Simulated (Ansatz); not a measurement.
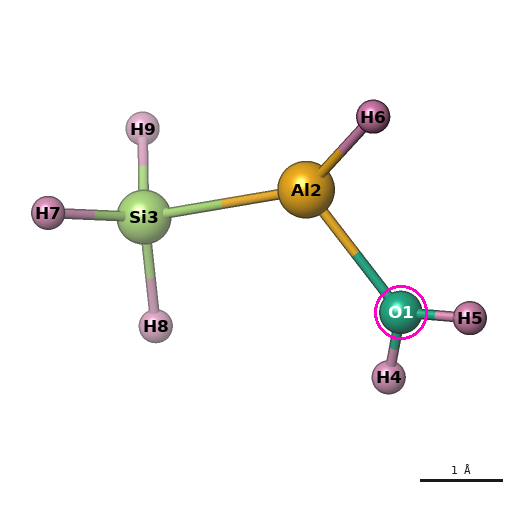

Simulated data, not a measurement (program: Ansatz).

Orthographic view. Atoms fade into the background with distance from the viewer. The species has charge +1 and is a spin singlet. Geometry: moved along internal coordinates away from the minimum.

Name the neighbours of the circled atom.

The circled atom is O1; it is bonded to Al2, H4, H5.

What is the shortest path along bonds from the circled atom to H7?

O1–Al2–Si3–H7, 3 bonds; through space the two are 4.50 Å apart.

Of Si3 and H7, which is nearer the viewer?

H7; the bond to Si3 points away from the viewer, so it looks shorter than its 1.48 Å.

Which atom is nearest the viewer?

H6, 1.6 Å in front of the mean position.
